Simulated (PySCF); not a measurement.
Frequency calculation of ZrOF₂

The run: frequency calculation of ZrOF₂. Method and program: RKS-based PBE0, Zr def2-TZVP with ECP28, O def2-TZVP, F def2-TZVP; non-relativistic Hamiltonian with a scalar-relativistic core potential; density fitting (PySCF 2.14.0).

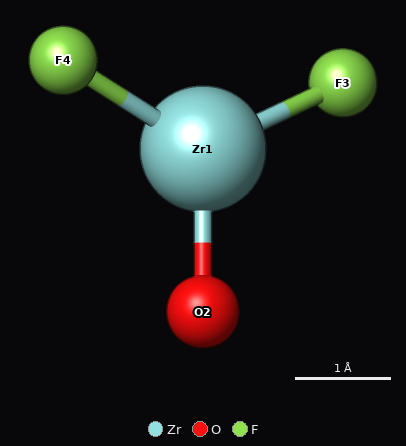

Fig. 1: The structure as given in the input (ball-and-stick view, seen at a tilt; atoms are numbered from 1 in the order of the input). Sticks mark near contacts. Bond lengths as drawn: F–Zr 1.94 Å and O–Zr 1.74 Å.

### The input
```python
from pyscf import gto, scf, dft
mol = gto.M(atom='''
Zr    -0.029545     0.000000     0.000000
O     -1.766719     0.000000     0.000000
F      0.797864    -1.759361     0.000000
F      0.797864     1.759361     0.000000''',
    basis={'Zr': 'def2-TZVP', 'O': 'def2-TZVP', 'F': 'def2-TZVP'},
    ecp={'Zr': 'def2-TZVP'},
    charge=0, spin=0)
mf = dft.RKS(mol, xc='PBE0')
mf.grids.atom_grid = (75, 302)
aux = {'Zr': 'def2-universal-JKFIT', 'O': 'def2-universal-JKFIT', 'F': 'def2-universal-JKFIT'}
mf = mf.density_fit(auxbasis=aux)
mf.conv_tol = 1e-09
mf.diis_space = 10
mf.max_cycle = 60
mf.verbose = 4
mf.kernel()
```

The script is an equivalent of the set-up of the self-consistent field. The run itself was carried out by a driver, which started from the orbitals of the step before it where there was one and computed the further properties.

Machine: 4 threads of Arm Neoverse V2, 24 GiB of memory available, shared host.

Run as:
```bash
OMP_NUM_THREADS=4 python axn.py task.json out
```

### Log
```
init E= -322.000877692111
  HOMO = -0.328426470812582  LUMO = -0.119426056801863  gap/eV = 5.68719
cycle= 1 E= -322.000877692102  delta_E= 8.87e-12  |g|= 7.8e-06  |ddm|= 5.37e-06
  HOMO = -0.328427853014567  LUMO = -0.11942518040178  gap/eV = 5.68725
Extra cycle  E= -322.000877692042  delta_E= 5.97e-11  |g|= 1.96e-05  |ddm|= 1.22e-05
converged SCF energy = -322.000877692042
```

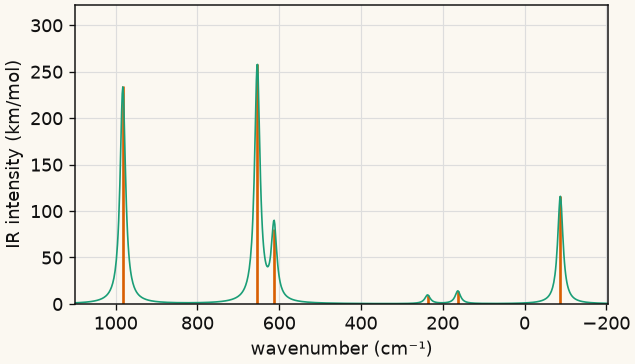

Fig. 2: Harmonic infrared spectrum, unscaled: sticks (degenerate modes added up, dark ones marked on the axis) with a Lorentzian envelope of 16 cm⁻¹ full width, scaled to the tallest stick; imaginary modes are drawn at negative wavenumbers. 6 modes from 88i to 983 cm⁻¹, 1 imaginary beyond 8i (88i cm⁻¹): not a clean minimum; so soft a mode can be a shallow saddle, an incomplete relaxation or noise of the force constants. The strongest line is at 654 cm⁻¹ (258 km/mol). All modes, in cm⁻¹ (km/mol): 88i (116), 163 (13.8), 237 (9.4), 613 (81), 654 (258), 983 (235).

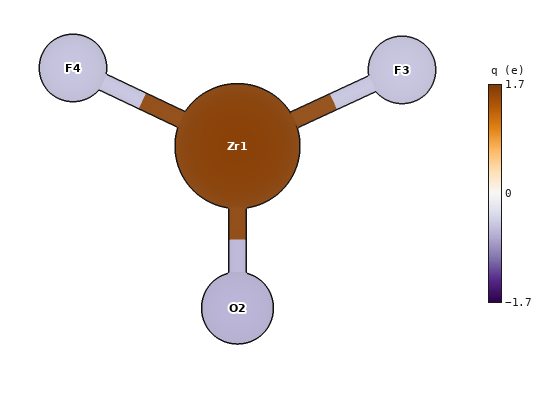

Fig. 3: Mulliken charges, as the colour of each atom (ball-and-stick view, seen on its broad side; atoms are numbered from 1 in the order of the input). By element: Zr +1.61, O −0.60 and F −0.51 e.

### Summary

- outcome: converged
- total energy: −322.000878 hartree
- HOMO: −8.94 eV
- LUMO: −3.25 eV
- zero-point energy: 0.006035 hartree
- dipole moment: 2.02 D
- wavenumbers, lowest and highest: 88i and 983 cm⁻¹
- wall time: 42 s (CPU time 2.3 min)
- peak memory: 1.4 GiB
